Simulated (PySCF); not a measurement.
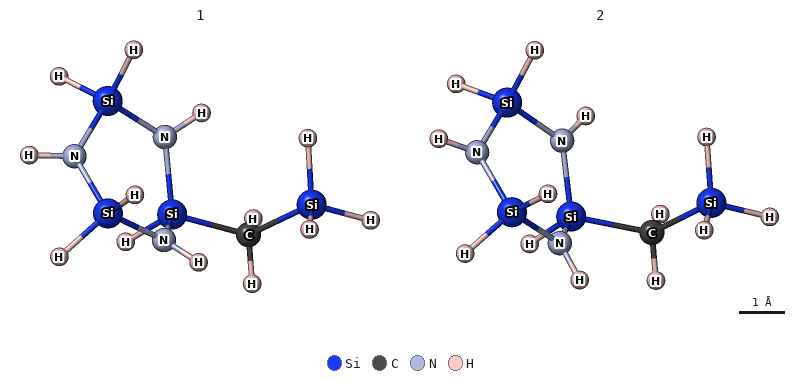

Two geometries of CH₁₃N₃Si₄, drawn at one scale. One is the start of a relaxation, the other its converged end. Style: ball-and-stick. Shown from a free direction.

Level of theory: PySCF, PBE0-D3(BJ)/def2-SVP geometry optimisation, gas phase. 

Which of the two is the end point?

Answer. Structure 1 is the relaxed one. The start comes from GFN2-xTB. Its atoms were then displaced at random by about 0.01 Å. An H atom moves most after the best rigid fit: 0.69 Å. Largest moves by element: H 0.69 Å, N 0.20 Å, Si 0.20 Å, C 0.09 Å. Near-neighbour distances that change, for instance: H–Si 1.449 → 1.496 Å, C–Si 1.923 → 1.880 Å, N–Si 1.708 → 1.748 Å, H–N 0.983 → 1.016 Å. Among the angles between lasting bonds that change: H–Si–H 112.6° → 107.0°, Si–N–H 113.9° → 118.7°, Si–N–Si 125.9° → 121.5°. Groups turn about N–Si by about 25°, N–Si by about 20°. The energy falls by 0.335 eV in 18 geometry steps.
